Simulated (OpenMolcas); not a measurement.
CHCl3 (chloroform): a line through the functionals

The species is CHCl3 (5 atoms), meant as a singlet with charge 0. As SMILES, `ClC(Cl)Cl`. The shape is that of a PBE0-D4/def2-TZVP optimisation.

The vertical energy of the triplet above the singlet y, in eV, basis 6-311+G(d,p); a is the functional's share of exact exchange. Programs: OpenMolcas 26.06.

```
functional     program     a  y (eV)
      TPSS  OpenMolcas     0    5.59
    revPBE  OpenMolcas     0    5.50
     B3LYP  OpenMolcas   0.2       ?
      PBE0  OpenMolcas  0.25    6.08
     BHLYP  OpenMolcas   0.5    6.60
```

Fit y = c + s·a to the known rows and predict B3LYP.


1. Means of the 4 rows: a = 0.1875, y = 5.942.
2. Σ(Δa)² = 0.17188, Σ(Δa·Δy) = 0.36312, so the slope is 0.36312/0.17188 = 2.1126.
3. Intercept: 5.942 − (2.1126) × 0.1875 = 5.546. The largest residual of the fit is 0.046.
4. B3LYP: 5.546 + (2.1126) × 0.2 = 5.97 eV.

The run gave 5.93 eV, so the prediction is off by +0.04 eV, within the largest residual. The rows mix families of semi-local functionals, which the line can't see.

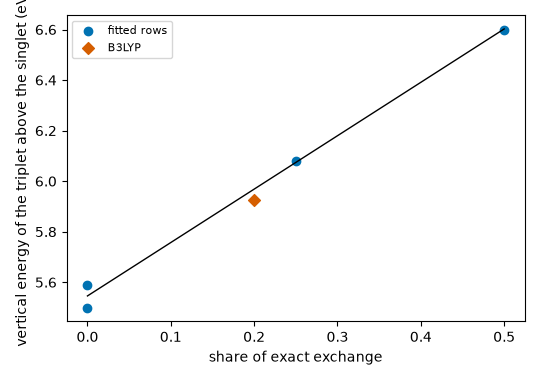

The fitted line, with the withheld row.
